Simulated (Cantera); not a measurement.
A closed system holds: 1 mol Si, a varied amount of Cl2, 13 mol H2, equilibrated at 775 °C and 1 atm.

Method: chemical equilibrium by Gibbs-energy minimisation in Cantera with the NASA 1993 tables (ideal gas, pure condensed phases). Candidate condensed phases: Si; 19 gas species. The tables' values for SiCl3 are old estimates; treat these amounts as uncertain. The numbers say what is thermodynamically allowed, not how fast it happens.

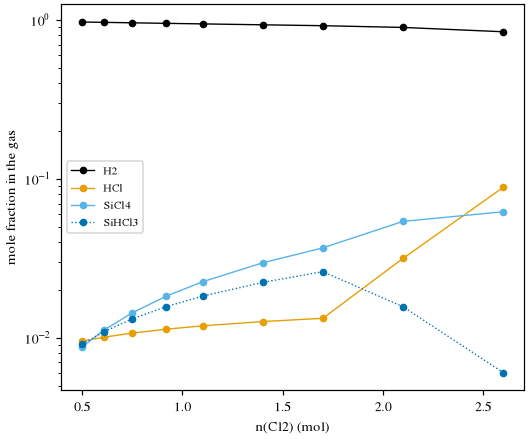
Equilibrium gas composition (values under 1e-9 drawn at 1e-9)

Q: Read off the mole fractions at 2.1 mol Cl2.

A: H2 about 0.90, SiCl4 about 0.054, HCl about 0.032, SiHCl3 about 0.016.
